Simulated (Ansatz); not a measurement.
# Run report: C2H5ClOSSi, single-point calculation

- system: C2H5ClOSSi
- method: RKS r2SCAN-D4/def2-TZVPP (Ansatz 0.2.0)

The geometry comes from this level: PBE0-D4/def2-TZVP. Figures and captions count atoms from 1; the log counts them from 0 in places.

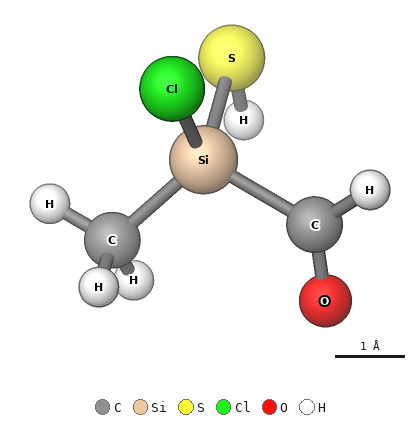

The input geometry (ball-and-stick view, seen at a tilt). Bond lengths as drawn: Cl–Si 2.05 Å, C–H 1.09 to 1.12 Å, C–O 1.21 Å, C–Si 1.85 to 1.92 Å, H–S 1.35 Å and S–Si 2.13 Å.

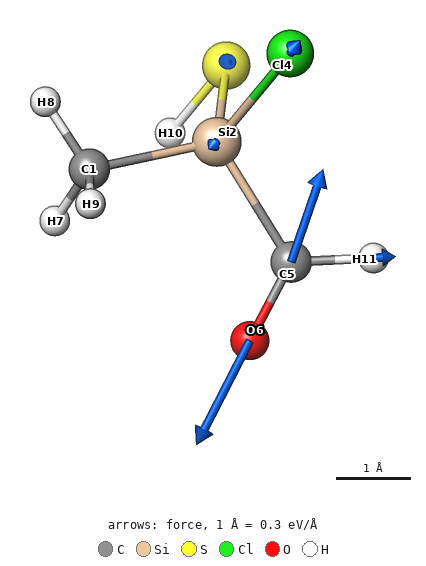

Forces on the atoms as blue arrows (ball-and-stick view, seen at a tilt; atoms are numbered from 1 in the order of the input); the smallest are left out. The largest act on O6 (0.48 eV/Å); C5 (0.40 eV/Å). The geometry is not a stationary point of this energy.

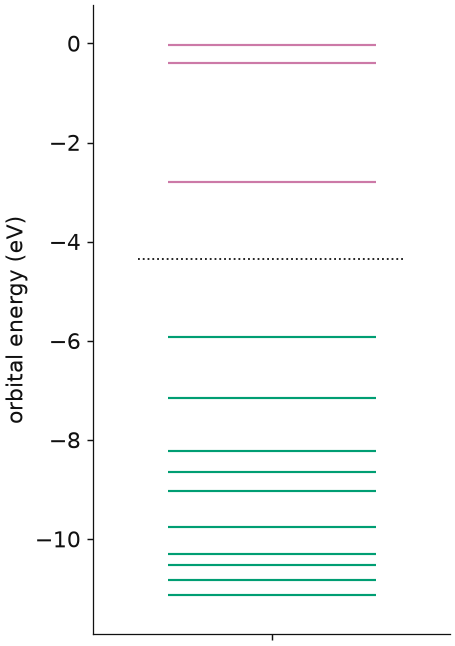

Orbital energies near the frontier; the dotted line parts filled from empty levels, and levels within 0.02 eV of each other stand side by side. Highest filled −5.92 eV, lowest empty −2.79 eV, 3.13 eV apart.

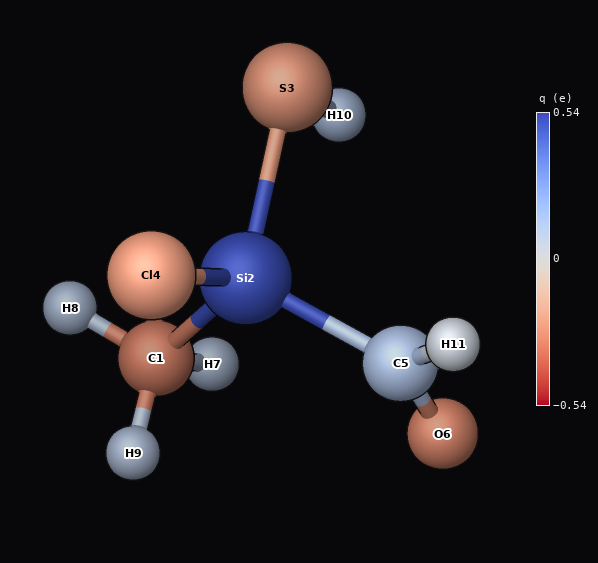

Mulliken charges, as the colour of each atom (ball-and-stick view, seen at a tilt; atoms are numbered from 1 in the order of the input). By element: C −0.29 to +0.12, Si +0.52, S −0.24, Cl −0.24, O −0.28 and H +0.03 to +0.11 e.

These pictures come from the run below.

### The input
```yaml
crystal:
  periodic: [false, false, false]
  atoms:
    - {symbol: C, position_ang: [0.284190, -1.500026, 0.067017]}
    - {symbol: Si, position_ang: [-0.155666, 0.186048, -0.547082]}
    - {symbol: S, position_ang: [1.496668, 1.313531, -1.286910]}
    - {symbol: Cl, position_ang: [-1.489512, 0.112079, -2.106413]}
    - {symbol: C, position_ang: [-0.982683, 1.205281, 0.853475]}
    - {symbol: O, position_ang: [-0.848307, 0.887062, 2.008745]}
    - {symbol: H, position_ang: [0.932457, -1.415721, 0.942601]}
    - {symbol: H, position_ang: [0.800807, -2.070277, -0.706432]}
    - {symbol: H, position_ang: [-0.619217, -2.037278, 0.364723]}
    - {symbol: H, position_ang: [2.207499, 1.140949, -0.157010]}
    - {symbol: H, position_ang: [-1.561035, 2.121353, 0.587786]}
basis:
  gaussian: {orbitals: def2-TZVPP}
hamiltonian: {xc: r2scan, dispersion: d4}
output: {forces: true, orbitals: {seedname: orbitals}}
```

Command:
```bash
ansatz run in.yaml --threads 4 --pin off --events-out ev --progress --plain --max-ram 10444MiB
```

### What the program printed
```
Functional definition: r2SCAN
  name "r2SCAN"
  cite "Furness, Kaplan, Ning, Perdew & Sun, J. Phys. Chem. Lett. 11, 8208 (2020) doi:10.1021/acs.jpclett.0c02405"
  cite "Furness, Kaplan, Ning, Perdew & Sun, J. Phys. Chem. Lett. 11, 9248 (2020) doi:10.1021/acs.jpclett.0c03077"
  parent r2scan
  parameter k0 = 0.174
  parameter k1 = 0.065
  parameter a1 = 4.9479
  exchange = r2scan_x(k0 = k0, k1 = k1, a1 = a1)
  correlation = r2scan_c
1672 factors; their error is unknown
mean field evaluation 1: about -35428.1134 eV, gradient 7.1e1 eV
mean field evaluation 2: about -35404.0535 eV, gradient 1.2e2 eV
mean field evaluation 4: about -35438.5396 eV, gradient 8.8e0 eV
mean field evaluation 8: about -35438.6969 eV, gradient 8.0e-2 eV
mean field evaluation 16: about -35438.6558 eV, gradient 5.5e-4 eV
mean field -35438.65576632 eV, -1302.3465782287 hartree, gradient 7.5e-5 eV, S^2 0.000000; 0 other end points of the search recorded, 0 dependent functions left out
the calculation of the forces begins
reference -35438.65577813 eV, -1302.3465786625 hartree; 36, 36 occupied and 253, 253 virtual orbitals, 1672 factors
Total energy: -35438.74068944 eV, -1302.3496990957 hartree
Atom 0 at     0.284190    -1.500026     0.067017 Å, force     0.004937     0.009700     0.006161 eV/Å
Atom 1 at    -0.155666     0.186048    -0.547082 Å, force    -0.017144    -0.046758     0.031693 eV/Å
Atom 2 at     1.496668     1.313531    -1.286910 Å, force     0.065625     0.054371    -0.028547 eV/Å
Atom 3 at    -1.489512     0.112079    -2.106413 Å, force    -0.055048    -0.005378    -0.070122 eV/Å
Atom 4 at    -0.982683     1.205281     0.853475 Å, force    -0.014522     0.054102    -0.398609 eV/Å
Atom 5 at    -0.848307     0.887062     2.008745 Å, force     0.053931    -0.121008     0.462184 eV/Å
Atom 6 at     0.932457    -1.415721     0.942601 Å, force    -0.009283    -0.017084    -0.014448 eV/Å
Atom 7 at     0.800807    -2.070277    -0.706432 Å, force    -0.010811    -0.002367     0.026718 eV/Å
Atom 8 at    -0.619217    -2.037278     0.364723 Å, force     0.021134    -0.000604     0.001260 eV/Å
Atom 9 at     2.207499     1.140949    -0.157010 Å, force     0.006081    -0.002761     0.006808 eV/Å
Atom 10 at    -1.561035     2.121353     0.587786 Å, force    -0.044899     0.077787    -0.023098 eV/Å
Dipole moment:     0.189033    -0.181032    -0.028360 e Å
```

### Summary

```tsv
quantity	value
outcome	converged
total energy	−35438.7407 eV
mean-field energy	−35438.6558 eV
dispersion energy	−0.0849 eV
SCF solution under orbital rotations	stable
HOMO	−5.92 eV
LUMO	−2.79 eV
largest force (length of the vector)	0.481 eV/Å
dipole moment	1.26 D
hardware	4 threads of Intel Xeon @ 2.50GHz, 15 GiB of memory available, shared host
wall time	6 s (CPU time 21 s)
peak memory	0.52 GiB
```
